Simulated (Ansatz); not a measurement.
Geometry relaxation of C2H9FN2OSi (part 3 of 3)

Continued. System: C2H9FN2OSi. Method: RKS PBE0-D4/STO-3G (Ansatz 0.2.0). It belongs to a series of runs on one base structure; here: start relaxed.

Geometry of the input (Å):
```
Si 0.0000  0.0000  0.0000
N  0.0000  0.0000  1.8200
C  -1.2162  -0.3762  2.5550
H  -1.8642  -0.9999  1.9045
H  -0.9378  -0.9533  3.4614
H  -1.7663  0.5401  2.8549
C  1.2162  0.3762  2.5550
H  1.4641  -0.4163  3.2916
H  2.0585  0.4943  1.8418
H  1.0457  1.3351  3.0874
O  1.5842  0.0000  -0.5594
H  1.9006  -0.9521  -0.6761
F  -0.7489  1.2974  -0.5295
N  -0.8572  -1.4851  -0.6061
H  -1.3922  -2.1014  0.0704
H  -0.8219  -1.7344  -1.6357
```

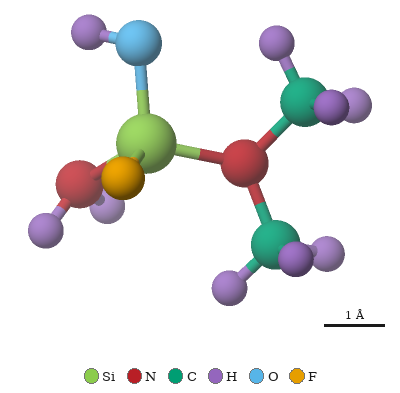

*The geometry at step 23 of the log (ball-and-stick view, seen at a tilt).*

**Trajectory as extended XYZ, continued**
```
16
Properties=species:S:1:pos:R:3:forces:R:3 step=18 energy=-17607.10841
Si    0.0740   -0.1505    0.0556   -0.0391  -0.0017   0.0161
N     0.0614   -0.3377    1.7895   -0.0031   0.0279  -0.0256
C    -1.2255   -0.3168    2.5134    0.0143  -0.0074   0.0193
H    -1.9974   -0.8327    1.9196    0.0038   0.0053  -0.0018
H    -1.1309   -0.8470    3.4776   -0.0024   0.0055  -0.0076
H    -1.5964    0.7049    2.7367    0.0048  -0.0025  -0.0085
C     1.1591    0.2821    2.5600   -0.0077  -0.0228   0.0086
H     1.3598   -0.2925    3.4815    0.0023   0.0002   0.0019
H     2.0677    0.2762    1.9359   -0.0083   0.0122   0.0080
H     0.9503    1.3284    2.8617    0.0056   0.0021  -0.0107
O     1.6935    0.0725   -0.3830    0.0268  -0.1999  -0.1534
H     1.8646   -0.6839   -1.0423   -0.0197   0.1853   0.1464
F    -0.7809    1.1396   -0.4508    0.0034  -0.0035   0.0097
N    -0.5808   -1.5748   -0.7157   -0.0445  -0.0816   0.0362
H    -0.8031   -2.3381   -0.0421    0.0231   0.0715  -0.0697
H    -1.4507   -1.4051   -1.2624    0.0409   0.0095   0.0310
16
Properties=species:S:1:pos:R:3:forces:R:3 step=19 energy=-17607.10911
Si    0.0726   -0.1522    0.0557    0.0108   0.0021   0.0102
N     0.0618   -0.3394    1.7895    0.0028   0.0120  -0.0022
C    -1.2240   -0.3179    2.5147   -0.0043   0.0032  -0.0046
H    -1.9962   -0.8341    1.9217   -0.0002  -0.0009   0.0031
H    -1.1292   -0.8461    3.4798   -0.0006   0.0028  -0.0037
H    -1.5946    0.7045    2.7351    0.0017  -0.0032   0.0019
C     1.1582    0.2822    2.5602    0.0052   0.0051  -0.0132
H     1.3603   -0.2906    3.4826   -0.0027  -0.0002  -0.0019
H     2.0667    0.2793    1.9364    0.0009  -0.0037   0.0036
H     0.9482    1.3291    2.8592   -0.0025  -0.0026   0.0034
O     1.6917    0.0708   -0.3844    0.0004  -0.0945  -0.0600
H     1.8661   -0.6851   -1.0391   -0.0086   0.0845   0.0628
F    -0.7795    1.1408   -0.4476   -0.0052  -0.0096   0.0047
N    -0.5813   -1.5761   -0.7170   -0.0207  -0.0228   0.0111
H    -0.8080   -2.3381   -0.0454    0.0091   0.0266  -0.0280
H    -1.4482   -1.4026   -1.2661    0.0138   0.0011   0.0128
16
Properties=species:S:1:pos:R:3:forces:R:3 step=20 energy=-17607.10953
Si    0.0723   -0.1561    0.0574    0.0358   0.0108  -0.0031
N     0.0606   -0.3403    1.7909   -0.0037   0.0107  -0.0025
C    -1.2256   -0.3131    2.5153   -0.0021  -0.0031   0.0039
H    -1.9995   -0.8284    1.9238    0.0013   0.0024  -0.0013
H    -1.1325   -0.8397    3.4813   -0.0002  -0.0011   0.0029
H    -1.5929    0.7107    2.7346    0.0016  -0.0005  -0.0048
C     1.1582    0.2796    2.5608    0.0033  -0.0038   0.0046
H     1.3570   -0.2924    3.4843    0.0010   0.0003   0.0023
H     2.0677    0.2720    1.9386   -0.0006   0.0018  -0.0006
H     0.9508    1.3274    2.8585    0.0010  -0.0022  -0.0038
O     1.6923    0.0682   -0.3787   -0.0137  -0.0440  -0.0152
H     1.8634   -0.6696   -1.0527   -0.0055   0.0352   0.0260
F    -0.7819    1.1355   -0.4457   -0.0106  -0.0096  -0.0020
N    -0.5786   -1.5787   -0.7201   -0.0055   0.0143  -0.0118
H    -0.7957   -2.3463   -0.0532   -0.0009  -0.0078   0.0033
H    -1.4509   -1.4046   -1.2598   -0.0011  -0.0033   0.0021
16
Properties=species:S:1:pos:R:3:forces:R:3 step=21 energy=-17607.11008
Si    0.0719   -0.1626    0.0608    0.0362   0.0149  -0.0074
N     0.0569   -0.3406    1.7941    0.0009  -0.0082   0.0212
C    -1.2299   -0.3016    2.5169   -0.0022   0.0063  -0.0114
H    -2.0062   -0.8146    1.9265   -0.0007  -0.0018   0.0005
H    -1.1420   -0.8234    3.4859    0.0022  -0.0001   0.0000
H    -1.5907    0.7261    2.7289   -0.0011  -0.0020   0.0039
C     1.1590    0.2708    2.5644    0.0037   0.0084  -0.0067
H     1.3495   -0.2984    3.4915   -0.0030   0.0001  -0.0030
H     2.0697    0.2512    1.9444    0.0020  -0.0012   0.0019
H     0.9617    1.3225    2.8555    0.0020  -0.0044   0.0037
O     1.6943    0.0641   -0.3637    0.0058  -0.0787  -0.0610
H     1.8549   -0.6309   -1.0858   -0.0216   0.0730   0.0747
F    -0.7904    1.1225   -0.4452   -0.0117  -0.0058  -0.0084
N    -0.5727   -1.5823   -0.7274   -0.0181   0.0155  -0.0201
H    -0.7595   -2.3669   -0.0710   -0.0031  -0.0027   0.0012
H    -1.4620   -1.4116   -1.2405    0.0087  -0.0133   0.0110
16
Properties=species:S:1:pos:R:3:forces:R:3 step=22 energy=-17607.11030
Si    0.0721   -0.1678    0.0629    0.0185   0.0155  -0.0068
N     0.0539   -0.3402    1.7964   -0.0023  -0.0012   0.0049
C    -1.2340   -0.2912    2.5166    0.0109  -0.0006   0.0074
H    -2.0127   -0.8018    1.9274    0.0030   0.0025  -0.0038
H    -1.1498   -0.8109    3.4871   -0.0014  -0.0017   0.0032
H    -1.5891    0.7388    2.7265    0.0004  -0.0013  -0.0045
C     1.1600    0.2642    2.5665   -0.0050  -0.0040   0.0180
H     1.3431   -0.3053    3.4948    0.0037   0.0018   0.0005
H     2.0723    0.2355    1.9490   -0.0066   0.0020  -0.0007
H     0.9707    1.3177    2.8565    0.0031  -0.0039  -0.0059
O     1.6967    0.0593   -0.3507    0.0234  -0.1146  -0.1187
H     1.8477   -0.5972   -1.1116   -0.0283   0.1089   0.1263
F    -0.7964    1.1116   -0.4473   -0.0094  -0.0022  -0.0113
N    -0.5686   -1.5850   -0.7331   -0.0389  -0.0054  -0.0148
H    -0.7271   -2.3841   -0.0856    0.0011   0.0222  -0.0156
H    -1.4740   -1.4193   -1.2201    0.0278  -0.0179   0.0220
16
Properties=species:S:1:pos:R:3:forces:R:3 step=23 energy=-17607.11059
Si    0.0726   -0.1670    0.0622    0.0153   0.0126   0.0012
N     0.0541   -0.3398    1.7959    0.0009   0.0011   0.0078
C    -1.2337   -0.2915    2.5161    0.0024  -0.0006  -0.0025
H    -2.0119   -0.8017    1.9258   -0.0001   0.0011  -0.0005
H    -1.1501   -0.8118    3.4864    0.0007  -0.0010   0.0012
H    -1.5892    0.7384    2.7261    0.0004  -0.0009  -0.0013
C     1.1596    0.2641    2.5672    0.0015  -0.0013   0.0038
H     1.3429   -0.3057    3.4953    0.0002   0.0008  -0.0004
H     2.0720    0.2358    1.9498   -0.0027   0.0014   0.0011
H     0.9704    1.3175    2.8571    0.0014  -0.0024  -0.0021
O     1.6977    0.0580   -0.3509    0.0046  -0.0691  -0.0643
H     1.8466   -0.5964   -1.1121   -0.0114   0.0618   0.0695
F    -0.7952    1.1123   -0.4497   -0.0066  -0.0031  -0.0065
N    -0.5694   -1.5842   -0.7332   -0.0291  -0.0075  -0.0092
H    -0.7245   -2.3834   -0.0852    0.0045   0.0155  -0.0105
H    -1.4772   -1.4201   -1.2156    0.0181  -0.0085   0.0126
16
Properties=species:S:1:pos:R:3:forces:R:3 step=24 energy=-17607.11087
Si    0.0729   -0.1674    0.0620    0.0091   0.0014   0.0024
N     0.0532   -0.3384    1.7961    0.0014   0.0019  -0.0104
C    -1.2351   -0.2885    2.5150    0.0029   0.0019   0.0039
H    -2.0139   -0.7966    1.9236    0.0018   0.0000  -0.0014
H    -1.1532   -0.8097    3.4849   -0.0011  -0.0003   0.0009
H    -1.5888    0.7419    2.7254   -0.0009   0.0001   0.0001
C     1.1598    0.2619    2.5685   -0.0043  -0.0008   0.0024
H     1.3397   -0.3081    3.4971    0.0003   0.0001   0.0001
H     2.0730    0.2304    1.9526   -0.0018  -0.0001  -0.0011
H     0.9737    1.3160    2.8578    0.0014   0.0010   0.0002
O     1.6995    0.0530   -0.3461   -0.0085  -0.0086   0.0006
H     1.8440   -0.5841   -1.1202    0.0018   0.0052   0.0023
F    -0.7955    1.1099   -0.4544   -0.0006  -0.0026   0.0009
N    -0.5702   -1.5832   -0.7362   -0.0149  -0.0035  -0.0001
H    -0.7055   -2.3891   -0.0922    0.0015   0.0080  -0.0090
H    -1.4890   -1.4235   -1.1987    0.0118  -0.0037   0.0081
16
Properties=species:S:1:pos:R:3:forces:R:3 step=25 energy=-17607.11100
Si    0.0735   -0.1700    0.0624   -0.0029  -0.0038   0.0010
N     0.0518   -0.3377    1.7966   -0.0005   0.0070   0.0107
C    -1.2367   -0.2834    2.5147   -0.0086  -0.0045  -0.0119
H    -2.0158   -0.7895    1.9221   -0.0040  -0.0003   0.0034
H    -1.1580   -0.8047    3.4849    0.0029   0.0007  -0.0012
H    -1.5879    0.7480    2.7240    0.0020   0.0003   0.0012
C     1.1593    0.2588    2.5705    0.0085  -0.0010  -0.0125
H     1.3358   -0.3111    3.4998   -0.0020   0.0005  -0.0007
H     2.0729    0.2229    1.9556    0.0041   0.0010   0.0034
H     0.9776    1.3141    2.8582   -0.0025  -0.0006   0.0013
O     1.7020    0.0464   -0.3387    0.0013  -0.0115  -0.0111
H     1.8406   -0.5655   -1.1343   -0.0013   0.0115   0.0121
F    -0.7956    1.1055   -0.4574    0.0023  -0.0017   0.0026
N    -0.5706   -1.5830   -0.7406   -0.0173  -0.0058   0.0048
H    -0.6820   -2.3987   -0.1039    0.0005   0.0125  -0.0127
H    -1.5023   -1.4277   -1.1785    0.0174  -0.0045   0.0097
16
Properties=species:S:1:pos:R:3:forces:R:3 step=26 energy=-17607.11104
Si    0.0745   -0.1723    0.0628   -0.0103  -0.0060   0.0045
N     0.0506   -0.3366    1.7972    0.0020  -0.0003  -0.0130
C    -1.2387   -0.2801    2.5134    0.0050   0.0029   0.0066
H    -2.0188   -0.7846    1.9207    0.0023   0.0000  -0.0010
H    -1.1614   -0.8014    3.4837   -0.0014  -0.0004  -0.0003
H    -1.5876    0.7521    2.7229   -0.0018   0.0000  -0.0006
C     1.1595    0.2569    2.5714   -0.0063   0.0010   0.0049
H     1.3320   -0.3125    3.5018    0.0011  -0.0002   0.0002
H     2.0745    0.2173    1.9588   -0.0023  -0.0013  -0.0012
H     0.9804    1.3129    2.8580    0.0012   0.0014   0.0000
O     1.7049    0.0390   -0.3318    0.0072  -0.0179  -0.0271
H     1.8374   -0.5489   -1.1466   -0.0012   0.0185   0.0231
F    -0.7935    1.1028   -0.4601    0.0027  -0.0012   0.0023
N    -0.5718   -1.5826   -0.7438   -0.0266  -0.0128   0.0079
H    -0.6628   -2.4063   -0.1138    0.0010   0.0212  -0.0185
H    -1.5146   -1.4311   -1.1596    0.0275  -0.0050   0.0122
16
Properties=species:S:1:pos:R:3:forces:R:3 step=27 energy=-17607.11107
Si    0.0746   -0.1725    0.0629   -0.0023  -0.0025  -0.0003
N     0.0510   -0.3371    1.7972    0.0005   0.0022  -0.0024
C    -1.2382   -0.2809    2.5137   -0.0007  -0.0014   0.0006
H    -2.0179   -0.7860    1.9211    0.0001   0.0000  -0.0001
H    -1.1607   -0.8019    3.4842   -0.0001   0.0006   0.0000
H    -1.5879    0.7512    2.7227    0.0004   0.0000  -0.0002
C     1.1592    0.2576    2.5714    0.0006  -0.0013  -0.0004
H     1.3322   -0.3114    3.5021   -0.0001   0.0004   0.0001
H     2.0742    0.2181    1.9588   -0.0001   0.0005   0.0004
H     0.9796    1.3137    2.8575   -0.0002   0.0002  -0.0004
O     1.7049    0.0390   -0.3328    0.0000  -0.0066  -0.0074
H     1.8377   -0.5508   -1.1457    0.0005   0.0063   0.0070
F    -0.7927    1.1034   -0.4592    0.0010  -0.0012   0.0010
N    -0.5721   -1.5826   -0.7435   -0.0155  -0.0052   0.0069
H    -0.6661   -2.4053   -0.1131    0.0013   0.0106  -0.0105
H    -1.5131   -1.4301   -1.1621    0.0148  -0.0025   0.0057
```

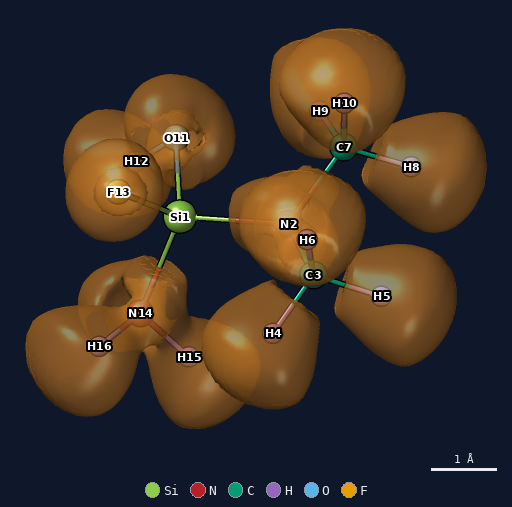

*Isosurface of the electron localisation function at 0.75 (orange), seen at a tilt. Only the valence region is drawn (cores and ρ < 0.01 e/Å³ removed).*

Along the contacts the grid gives the following. C–N (1.48 Å): the ELF peaks at about 0.90 between the atoms (localised, shared-pair bonding). Si–F (1.63 Å): the ELF peaks at about 0.80 between the atoms.

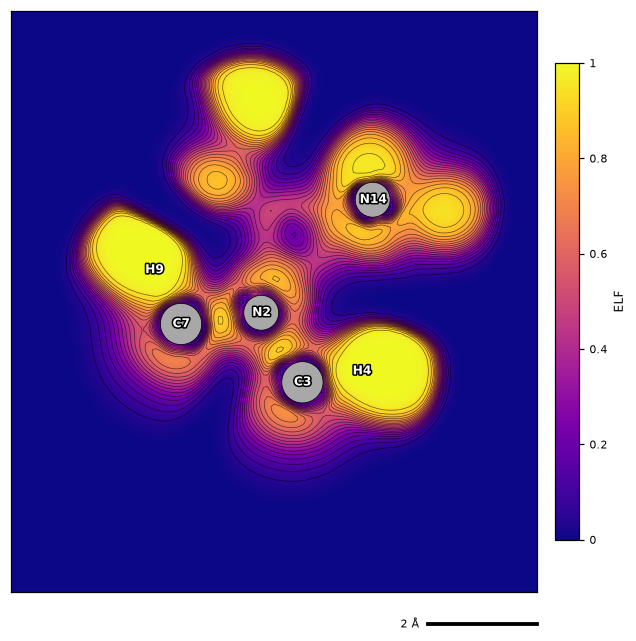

*ELF on the plane of atoms N2, C7 and H9. Grey discs, where drawn, cover atomic cores.*

The section cuts through N, C and H sites.
